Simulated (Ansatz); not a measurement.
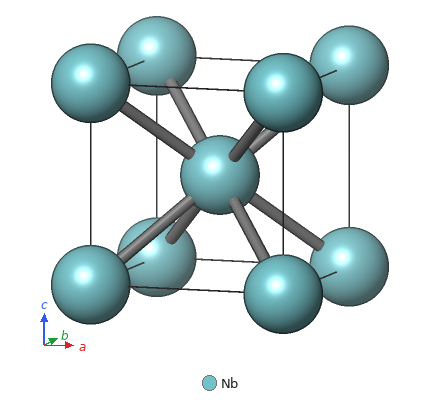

The structure; the drawing may span several cells.

Given this structure, the input geometry of an electronic-structure calculation (not necessarily at equilibrium), written in its standard cell:

```cif
data_structure
_symmetry_space_group_name_H-M 'Im-3m'
_symmetry_Int_Tables_number 229
_cell_length_a 3.3000
_cell_length_b 3.3000
_cell_length_c 3.3000
_cell_angle_alpha 90.000
_cell_angle_beta 90.000
_cell_angle_gamma 90.000
_cell_volume 35.94
loop_
_atom_site_label
_atom_site_type_symbol
_atom_site_symmetry_multiplicity
_atom_site_Wyckoff_symbol
_atom_site_fract_x
_atom_site_fract_y
_atom_site_fract_z
_atom_site_occupancy
Nb1 Nb 2 a 0.00000 0.00000 0.00000 1
```

> What does the kinematic electron diffraction pattern along [111] look like at 200 kV (B = 0.8 Å²)?

The spots form a hexagonal net with both shortest vectors at d = 2.33 Å, 60.0° apart. They are -1 1 0 and -1 0 1. The pattern has symmetry 6mm. No reflection of this zone is absent.

Strongest reflections with d > 0.80 Å, one of each family (|F|² from tabulated Gaussian fits of the electron scattering factors, times a small damping for the curvature of the Ewald sphere):

```csv
hkl,d (Å),I (strongest = 100)
1 0 -1,2.333,100
2 -1 -1,1.347,27
2 0 -2,1.167,18
3 -1 -2,0.882,6
```

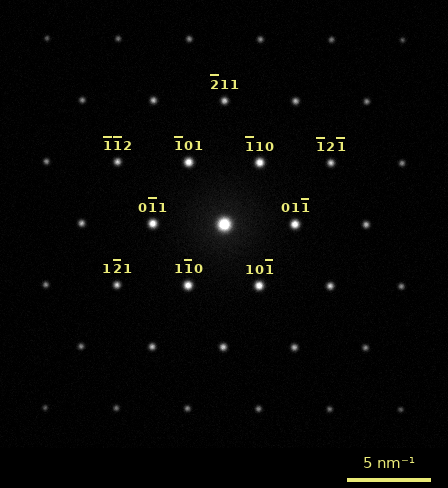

Calculated pattern, seen from the source side with [111] pointing towards the source.
